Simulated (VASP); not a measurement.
Input:

```xyz
4
Lattice="3.4835 0.0000 0.0000 0.0000 3.4835 0.0000 0.0000 0.0000 3.4835" Properties=species:S:1:pos:R:3 pbc="T T T"
Fe     0.0000     0.0000     0.0000
Ni     0.0000     1.7418     1.7418
Ni     1.7418     0.0000     1.7418
Ni     1.7418     1.7418     0.0000
```
Starting moments (μB, in the order of the record's atoms Fe Ni Ni Ni): 2.8 0.6 0.6 0.6.

The numbers are results of AM05 GGA, VASP's PBE PAW potentials (set 64) (plane waves; VASP 6.6.1), not measurements. Numerical set-up: 520 eV cut-off, 10×10×10 Γ-centred mesh, tetrahedra with Blöchl corrections, potentials Fe Ni.

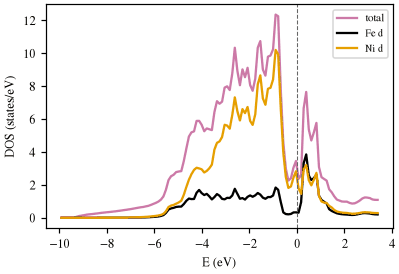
Figure. Total and projected density of states, zero at the Fermi level

Within 2 eV below the Fermi level the largest weight inside VASP's projection spheres is Ni d.

It has no gap at this level: it comes out as a metal or semimetal.

The compound is Ni3Fe in the L1_2 structure. It was relaxed first, which changed the volume by -6 %.
